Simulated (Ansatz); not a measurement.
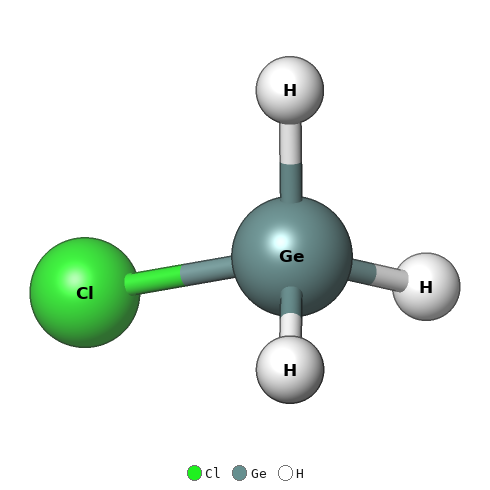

A ball-and-stick model of a molecule. Every bond is drawn as one stick, whatever its order.

The geometry was computed by an optimisation with PBE0-D4/def2-TZVP.

> Which formula does it have?

ClGeH₃, 5 atoms: 1 chlorine, 1 germanium and 3 hydrogen.

> What is the point group of this geometry?

C3v.

More results for the same structure follow; atom numbers are the same in all pictures, views and colours differ.

**Shape**

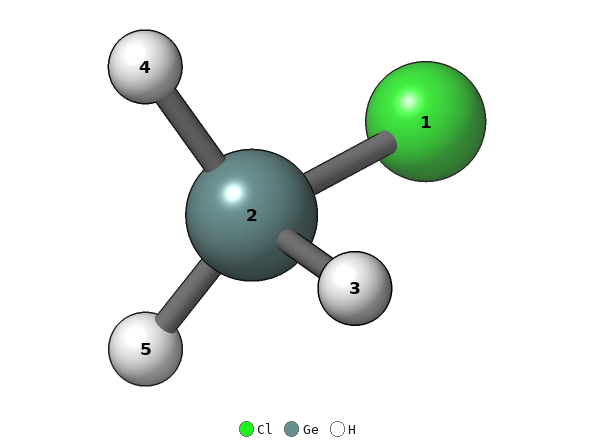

Atoms carry their numbers in the input.

What are the angles Cl1–Ge2–H3, H3–Ge2–H4?

| angle | degrees |
| --- | --- |
| Cl1–Ge2–H3 | 107.1 |
| H3–Ge2–H4 | 111.7 |

**Electronic properties**

Method: RKS PBE0-D4/def2-TZVP (Ansatz 0.2.0).

> What is the dipole moment?

1.96 D.

> Give the harmonic zero-point energy at this level.

64.4 kJ/mol.

**Thermal motion**

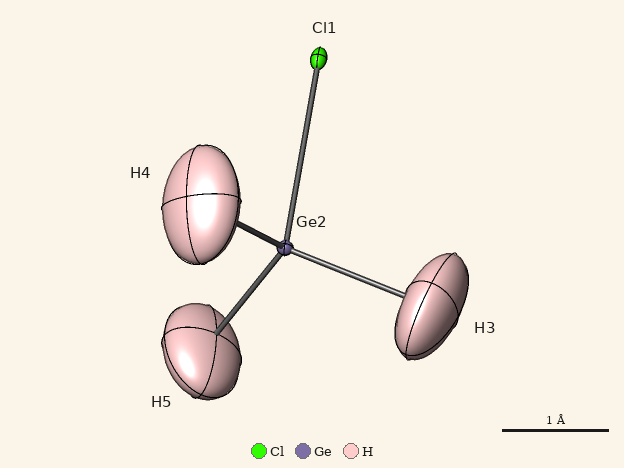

Displacement ellipsoids at the 50 % level, enlarged 2 times, from the internal vibrations of the free molecule (harmonic, no overall translation or rotation; no half-axis is drawn under 0.075 Å). Vibrations computed with RKS PBE0-D4/def2-TZVP (Ansatz 0.2.0). Temperature: 600 K.

> Which atom has the largest mean-square displacement?

H3, H4, H5, with U_eq = 0.0203 Å².

> Does H4 move more along its bond or across it?

Across it: the root-mean-square amplitude is 0.088 Å along the bond and up to 0.190 Å across, since bending and torsion are softer than stretching.

List U_eq and the three principal root-mean-square amplitudes for each kind of atom.

```tsv
atom	U_eq (Å²)	rms amplitudes (Å)
Cl1	0.00055	0.005, 0.005, 0.040
Ge2	0.00015	0.005, 0.005, 0.020
H3, H4, H5	0.0203	0.087, 0.131, 0.190
```

**Vibrations**

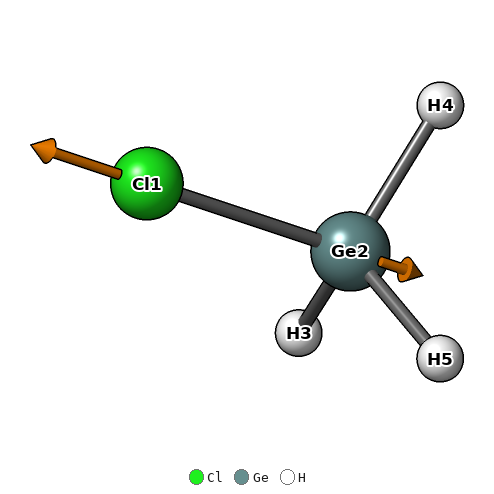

The arrows show one normal mode. Harmonic vibrations computed with RKS PBE0-D4/def2-TZVP (Ansatz 0.2.0) at a stationary point of the same level.

> Describe the motion.

Mostly Ge–Cl stretching.

> At what wavenumber does it lie?

427 cm⁻¹; it is mode 1 of 9 counted from the lowest.
